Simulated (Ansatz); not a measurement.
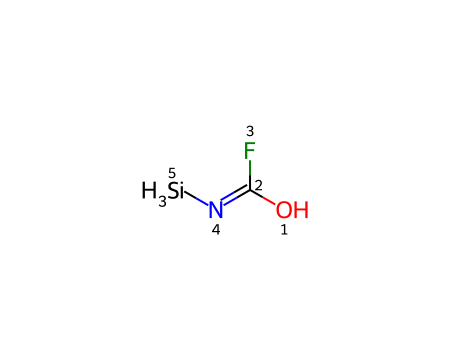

A structural formula, with wedges where it has stereocentres; small numbers name the atoms. The configuration is that of a computed structure (PBE0-D4/def2-TZVP).

Q: Assign CIP descriptors.

A: C2=N4: Z.

Q: Write the isomeric SMILES.

A: O/C(F)=N/[SiH3]
